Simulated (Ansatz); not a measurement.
The calculation's input:

```
crystal:
  periodic: [false, false, false]
  atoms:
    - {symbol: P, position_ang: [-2.094866, 1.565439, -2.600370]}
    - {symbol: Si, position_ang: [-1.329050, 2.320479, -0.568577]}
    - {symbol: Si, position_ang: [-0.055810, 2.613107, -2.428915]}
    - {symbol: H, position_ang: [-1.000009, 1.268720, 0.426961]}
    - {symbol: H, position_ang: [-2.087518, 3.449713, 0.027303]}
    - {symbol: H, position_ang: [1.131545, 1.759039, -2.686398]}
    - {symbol: H, position_ang: [0.044392, 3.939665, -3.089028]}
basis:
  gaussian:
    orbitals: def2-TZVPD
magnetization:
  spin_polarized: true
  initial_magnetization: 1
hamiltonian:
  xc: {name: PBE0}
output: {forces: true, orbitals: {seedname: orbitals}}
```

Run with:

```sh
ansatz run input.yaml --threads 1 --pin off --max-ram 2610MiB --events-out events.jsonl --progress --plain --runs-dir runs
```

Geometry: B3LYP/6-31G*.

Method: isolated molecule in a Gaussian basis; Kohn-Sham density functional theory, functional PBE0 (Ansatz).

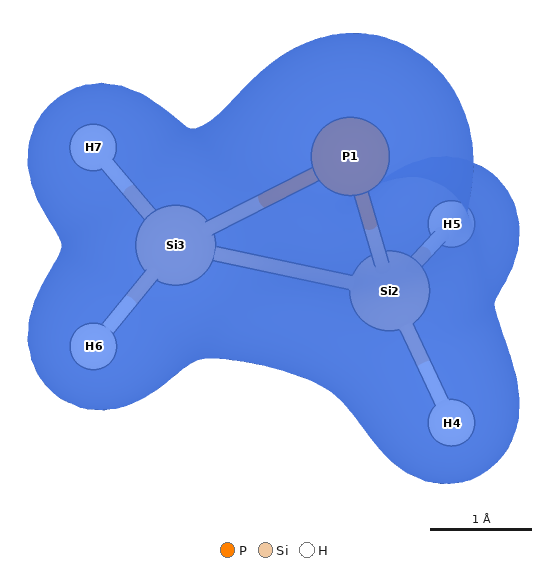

H$_{4}$PSi$_{2}$ (SMILES [SiH2]1[SiH2][P]1) (doublet). Isosurface of the electron density at 0.2 e/Å³ (blue), seen at an oblique angle.

> What does this surface tell about the bonding?

At this value the surface is in one piece. It bridges the sampled Si–Si (2.27 Å), Si–P (2.30 Å) and Si–H (1.49 Å) contacts, where the density stays above the isovalue. On the grid the lowest density along these lines, outside the cores, is 0.61 e/Å³ (Si–Si, 2.27 Å), 0.58 e/Å³ (Si–P, 2.30 Å) and 0.81 e/Å³ (Si–H, 1.49 Å).
